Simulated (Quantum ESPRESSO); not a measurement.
# Cobalt: a ladder in the plane-wave cutoff, part 2 of 2

Two starts of Cobalt are run at each rung of the plane-wave cutoff.

Quantum ESPRESSO 7.5; PBE; plane waves with GBRV 1.5 PBE potentials, no spin-orbit coupling (settings of the first rung).

So far, largest spin moment in the atom's sphere (μB): step 2 (rung 1, start ferro ++) 1.67; step 4 (rung 2, start ferro ++) 1.68; step 5 (rung 2, start antiferro +-) 0.626; step 6 (rung 3, start ferro ++) 1.77; step 7 (rung 3, start antiferro +-) 1.18.

### Step 8. Rung 4, start ferro ++

The input, pw.in:

```
&CONTROL
  calculation = 'scf'
  prefix = 'pwscf'
  outdir = './tmp'
  pseudo_dir = './pseudo'
  disk_io = 'nowf'
  tprnfor = .true.
  tstress = .true.
/
&SYSTEM
  ibrav = 0
  celldm(1) = 8
  nat = 2
  ntyp = 1
  ecutwfc = 40
  ecutrho = 280
  nbnd = 26
  occupations = 'smearing'
  smearing = 'fd'
  degauss = 0.00734986
  nspin = 2
  starting_magnetization(1) = 0.1176
/
&ELECTRONS
  conv_thr = 4d-09
  electron_maxstep = 150
  mixing_beta = 0.3
/
ATOMIC_SPECIES
Co     58.9332 co_pbe_v1.2.uspp.F.UPF
CELL_PARAMETERS alat
   0.5922874106108    0.0000000000000    0.0000000000000
  -0.2961437053054    0.5129359439191    0.0000000000000
   0.0000000000000    0.0000000000000    0.9613745443268
ATOMIC_POSITIONS crystal
Co      0.3333333333    0.6666666667    0.2500000000
Co      0.6666666667    0.3333333333    0.7500000000
K_POINTS automatic
12 12 12 0 0 0
```

Run with:

```bash
$ OMP_NUM_THREADS=1 mpirun -n 2 pw.x -nk 2 -in pw.in > pw.out
```

The program printed:

```text
     [... lines left out ...]
Program PWSCF v.7.5 starts
     [... lines left out ...]
     number of atoms/cell      =            2
     [... lines left out ...]
     number of electrons       =        34.00
     number of Kohn-Sham states=           26
     kinetic-energy cutoff     =      40.0000  Ry
     charge density cutoff     =     280.0000  Ry
     scf convergence threshold =      4.0E-09
     [... lines left out ...]
     24 Sym. Ops., with inversion, found (12 have fractional translation)
     [... lines left out ...]
     number of k points=   133  Fermi-Dirac smearing, width (Ry)=  0.0073
     [... lines left out ...]
     iteration # 11     ecut=    40.00 Ry     beta= 0.30
     [... lines left out ...]
     Magnetic moment per site  (integrated on atomic sphere of radius R)
     atom   1 (R=0.243)  charge= 15.6087  magn=  1.7669
     atom   2 (R=0.243)  charge= 15.6087  magn=  1.7669
     [... lines left out ...]
     the Fermi energy is    18.0389 ev
!    total energy              =    -596.97984566 Ry
     estimated scf accuracy    <          1.8E-09 Ry
     smearing contrib. (-TS)   =      -0.00451558 Ry
     [... lines left out ...]
     total magnetization       =     3.37 Bohr mag/cell
     absolute magnetization    =     3.73 Bohr mag/cell
     convergence has been achieved in  11 iterations
     [... lines left out ...]
     Total force =     0.000000     Total SCF correction =     0.000000
     [... lines left out ...]
          total   stress  (Ry/bohr**3)                   (kbar)     P=      -31.73
     [... lines left out ...]
```

It took 24 s on 2 MPI ranks of AMD EPYC 7R43, shared host; peak memory 0.23 GiB.

Numbers from this step:

```yaml
magnetization: 3.369 μB
final_state: ferromagnetic
largest_moment: 1.767 μB
```

### Step 9. Rung 4, start antiferro +-

Edit pw.in of step 8 so:

```diff
@@ -13,6 +13,6 @@
   nat = 2
-  ntyp = 1
+  ntyp = 2
   ecutwfc = 40
   ecutrho = 280
-  nbnd = 26
+  nbnd = 24
   occupations = 'smearing'
@@ -22,2 +22,3 @@
   starting_magnetization(1) = 0.1176
+  starting_magnetization(2) = -0.1176
 /
@@ -29,3 +30,4 @@
 ATOMIC_SPECIES
-Co     58.9332 co_pbe_v1.2.uspp.F.UPF
+Co1    58.9332 co_pbe_v1.2.uspp.F.UPF
+Co2    58.9332 co_pbe_v1.2.uspp.F.UPF
 CELL_PARAMETERS alat
@@ -35,4 +37,4 @@
 ATOMIC_POSITIONS crystal
-Co      0.3333333333    0.6666666667    0.2500000000
-Co      0.6666666667    0.3333333333    0.7500000000
+Co1     0.3333333333    0.6666666667    0.2500000000
+Co2     0.6666666667    0.3333333333    0.7500000000
 K_POINTS automatic
```

The program printed:

```text
     [... lines left out ...]
Program PWSCF v.7.5 starts
     [... lines left out ...]
     number of atoms/cell      =            2
     [... lines left out ...]
     number of electrons       =        34.00
     number of Kohn-Sham states=           24
     kinetic-energy cutoff     =      40.0000  Ry
     charge density cutoff     =     280.0000  Ry
     scf convergence threshold =      4.0E-09
     [... lines left out ...]
     12 Sym. Ops. (no inversion) found ( 6 have fractional translation)
     [... lines left out ...]
     number of k points=   133  Fermi-Dirac smearing, width (Ry)=  0.0073
     [... lines left out ...]
     iteration # 18     ecut=    40.00 Ry     beta= 0.30
     [... lines left out ...]
     Magnetic moment per site  (integrated on atomic sphere of radius R)
     atom   1 (R=0.243)  charge= 15.6113  magn=  1.1715
     atom   2 (R=0.243)  charge= 15.6112  magn= -1.1732
     [... lines left out ...]
     the Fermi energy is    18.0228 ev
!    total energy              =    -596.94421862 Ry
     estimated scf accuracy    <          3.2E-09 Ry
     smearing contrib. (-TS)   =      -0.01156561 Ry
     [... lines left out ...]
     total magnetization       =    -0.00 Bohr mag/cell
     absolute magnetization    =     2.40 Bohr mag/cell
     convergence has been achieved in  18 iterations
     [... lines left out ...]
     Total force =     0.000000     Total SCF correction =     0.000000
     [... lines left out ...]
          total   stress  (Ry/bohr**3)                   (kbar)     P=      -80.99
     [... lines left out ...]
```

Run time: 35 s. Hardware: 2 MPI ranks; peak memory 0.23 GiB.

This step gave:

```
magnetization  : 0 μB
final state    : antiferromagnetic
largest moment : 1.173 μB
```

### Step 10. Rung 5, start ferro ++

The input, pw.in:

```
&CONTROL
  calculation = 'scf'
  prefix = 'pwscf'
  outdir = './tmp'
  pseudo_dir = './pseudo'
  disk_io = 'nowf'
  tprnfor = .true.
  tstress = .true.
/
&SYSTEM
  ibrav = 0
  celldm(1) = 8
  nat = 2
  ntyp = 1
  ecutwfc = 56
  ecutrho = 392
  nbnd = 26
  occupations = 'smearing'
  smearing = 'fd'
  degauss = 0.00734986
  nspin = 2
  starting_magnetization(1) = 0.1176
/
&ELECTRONS
  conv_thr = 4d-09
  electron_maxstep = 150
  mixing_beta = 0.3
/
ATOMIC_SPECIES
Co     58.9332 co_pbe_v1.2.uspp.F.UPF
CELL_PARAMETERS alat
   0.5922874106108    0.0000000000000    0.0000000000000
  -0.2961437053054    0.5129359439191    0.0000000000000
   0.0000000000000    0.0000000000000    0.9613745443268
ATOMIC_POSITIONS crystal
Co      0.3333333333    0.6666666667    0.2500000000
Co      0.6666666667    0.3333333333    0.7500000000
K_POINTS automatic
12 12 12 0 0 0
```

The program printed:

```text
     [... lines left out ...]
Program PWSCF v.7.5 starts
     [... lines left out ...]
     number of atoms/cell      =            2
     [... lines left out ...]
     number of electrons       =        34.00
     number of Kohn-Sham states=           26
     kinetic-energy cutoff     =      56.0000  Ry
     charge density cutoff     =     392.0000  Ry
     scf convergence threshold =      4.0E-09
     [... lines left out ...]
     24 Sym. Ops., with inversion, found (12 have fractional translation)
     [... lines left out ...]
     number of k points=   133  Fermi-Dirac smearing, width (Ry)=  0.0073
     [... lines left out ...]
     iteration # 11     ecut=    56.00 Ry     beta= 0.30
     [... lines left out ...]
     Magnetic moment per site  (integrated on atomic sphere of radius R)
     atom   1 (R=0.243)  charge= 15.6096  magn=  1.7671
     atom   2 (R=0.243)  charge= 15.6096  magn=  1.7671
     [... lines left out ...]
     the Fermi energy is    18.0339 ev
!    total energy              =    -596.98239204 Ry
     estimated scf accuracy    <          2.8E-09 Ry
     smearing contrib. (-TS)   =      -0.00451634 Ry
     [... lines left out ...]
     total magnetization       =     3.37 Bohr mag/cell
     absolute magnetization    =     3.73 Bohr mag/cell
     convergence has been achieved in  11 iterations
     [... lines left out ...]
     Total force =     0.000000     Total SCF correction =     0.000000
     [... lines left out ...]
          total   stress  (Ry/bohr**3)                   (kbar)     P=      -31.98
     [... lines left out ...]
```

Run time: 52 s. Hardware: 2 MPI ranks; peak memory 0.31 GiB; 1.7 min of CPU time.

Read from the output:

```
magnetization  : 3.369 μB
final state    : ferromagnetic
largest moment : 1.767 μB
```

### Step 11. Rung 5, start antiferro +-

Edit pw.in of step 10 so:

```diff
@@ -13,6 +13,6 @@
   nat = 2
-  ntyp = 1
+  ntyp = 2
   ecutwfc = 56
   ecutrho = 392
-  nbnd = 26
+  nbnd = 24
   occupations = 'smearing'
@@ -22,2 +22,3 @@
   starting_magnetization(1) = 0.1176
+  starting_magnetization(2) = -0.1176
 /
@@ -29,3 +30,4 @@
 ATOMIC_SPECIES
-Co     58.9332 co_pbe_v1.2.uspp.F.UPF
+Co1    58.9332 co_pbe_v1.2.uspp.F.UPF
+Co2    58.9332 co_pbe_v1.2.uspp.F.UPF
 CELL_PARAMETERS alat
@@ -35,4 +37,4 @@
 ATOMIC_POSITIONS crystal
-Co      0.3333333333    0.6666666667    0.2500000000
-Co      0.6666666667    0.3333333333    0.7500000000
+Co1     0.3333333333    0.6666666667    0.2500000000
+Co2     0.6666666667    0.3333333333    0.7500000000
 K_POINTS automatic
```

The program printed:

```text
     [... lines left out ...]
Program PWSCF v.7.5 starts
     [... lines left out ...]
     number of atoms/cell      =            2
     [... lines left out ...]
     number of electrons       =        34.00
     number of Kohn-Sham states=           24
     kinetic-energy cutoff     =      56.0000  Ry
     charge density cutoff     =     392.0000  Ry
     scf convergence threshold =      4.0E-09
     [... lines left out ...]
     12 Sym. Ops. (no inversion) found ( 6 have fractional translation)
     [... lines left out ...]
     number of k points=   133  Fermi-Dirac smearing, width (Ry)=  0.0073
     [... lines left out ...]
     iteration # 20     ecut=    56.00 Ry     beta= 0.30
     [... lines left out ...]
     Magnetic moment per site  (integrated on atomic sphere of radius R)
     atom   1 (R=0.243)  charge= 15.6123  magn=  1.1723
     atom   2 (R=0.243)  charge= 15.6122  magn= -1.1738
     [... lines left out ...]
     the Fermi energy is    18.0178 ev
!    total energy              =    -596.94674256 Ry
     estimated scf accuracy    <          3.5E-09 Ry
     smearing contrib. (-TS)   =      -0.01156565 Ry
     [... lines left out ...]
     total magnetization       =    -0.00 Bohr mag/cell
     absolute magnetization    =     2.41 Bohr mag/cell
     convergence has been achieved in  20 iterations
     [... lines left out ...]
     Total force =     0.000000     Total SCF correction =     0.000000
     [... lines left out ...]
          total   stress  (Ry/bohr**3)                   (kbar)     P=      -81.69
     [... lines left out ...]
```

Wall time 93 s (2 MPI ranks); peak memory 0.31 GiB; 3.1 min of CPU time.

This step gave:

* magnetization: 0 μB
* final state: antiferromagnetic
* largest moment: 1.174 μB

### Step 12. The rungs together

Ladder, by row:

```
rung  cutoff (eV)  state from the first start  state from the second start  second less first (meV a seeded atom)  moment, first (μB)  moment, second (μB)  CPU time (s)
   1          245               ferromagnetic            antiferromagnetic                                    114               1.674                0.894         80.85
   2          327               ferromagnetic            antiferromagnetic                                  180.6                1.68               0.6262         99.01
   3          435               ferromagnetic            antiferromagnetic                                  243.2               1.766                1.183           165
   4          544               ferromagnetic            antiferromagnetic                                  242.4               1.767                1.173         116.1
   5          762               ferromagnetic            antiferromagnetic                                  242.5               1.767                1.174         288.5
```

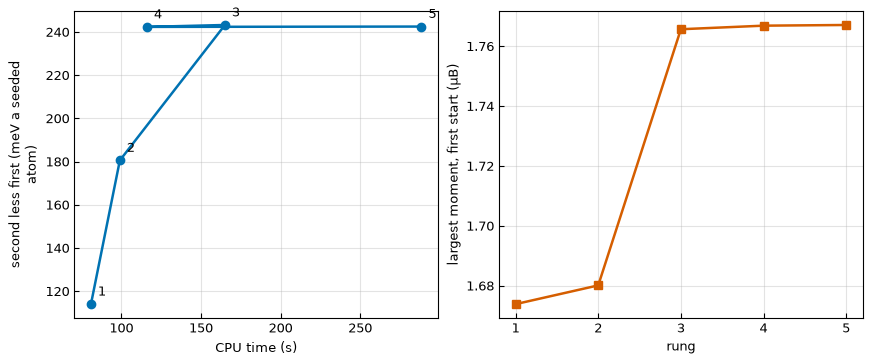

Result against cost, rungs numbered as in the table, and the moment by rung.

### Step 13. Results

- range of the largest moment, first start: 1.67 to 1.77 μB; second start 0.626 to 1.18 μB
- range of CPU time: 81 s to 4.8 min
- range of the energy difference: 114 to 243 meV a seeded atom
- first rung that agrees with the last (margins below): 3

From rung 3 on the states are those of the last rung, the moments stay within 0.05 μB of it and the difference within 12 meV; rung 3 took 57 % of its CPU time. Energies are free energies at an electronic temperature of 1160 K, which lowers moments and differences where the moments are itinerant.

[Logs and program files are shortened in this print: banners, set-up blocks, solver, clock and traceback lines can be left out without a mark of their own.]

[Logs are printed without paths, hosts, clocks, repeated set-up lines and the standing remarks that a program may print on its own settings, such as how far it seeks lower states.]

[Hosts, paths, dates, database ids (printed as entryN), source tags and the programs' standing remarks are cut or masked in the printed files.]

[Where a cell is said to come from a database of computed structures, the database is the Materials Project.]
